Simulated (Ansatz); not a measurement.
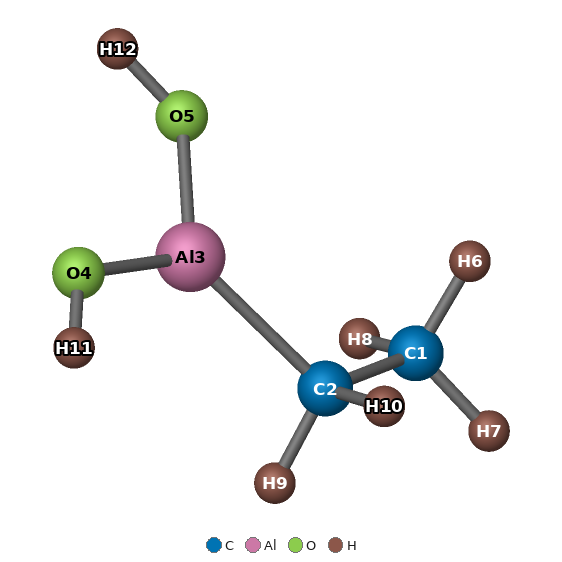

Harmonic vibrations computed with RKS PBE0-D4/def2-TZVP (Ansatz 0.2.0) at a stationary point of the same level.

How many imaginary frequencies does it have?

A minimum: no imaginary frequency, and the lowest mode lies at 27 cm⁻¹.

How many vibrational modes are there, and where do they lie?

30 modes: 27, 108, 164, 219, 262, 295, 324, 385, 552, 610, 622, 644, 824, 908, 935, 970, 1040, 1229, 1254, 1411, 1440, 1490, 1499, 3024, 3041, 3058, 3105, 3120, 3957, 3971 cm⁻¹.
